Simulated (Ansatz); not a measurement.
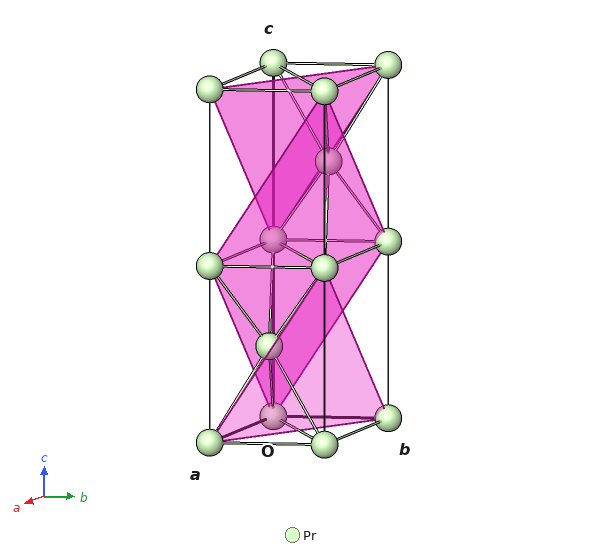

For Pr, the input geometry of an electronic-structure calculation (not necessarily at equilibrium): every member of one family of equally spaced planes, hx + ky + lz = a whole number, that cuts the unit cell is shaded (one member passes through the origin O). All values are computed from the atomic coordinates in the standard setting (tolerance 0.002 Å).

a = 3.610 Å, b = 3.610 Å, c = 11.532 Å, α = 90.00°, β = 90.00°, γ = 120.00°.

> Index the planes.

(1 1 −2), in four indices (1 1 −2 −2); the opposite sign names the same planes. The member next to the origin meets the axes a at 1, b at 1, c at −1/2.

> What is the spacing?

d = 1.723 Å.

> Which atoms of the cell lie in these planes (within 0.03 Å)?

2 of the 4 Pr.
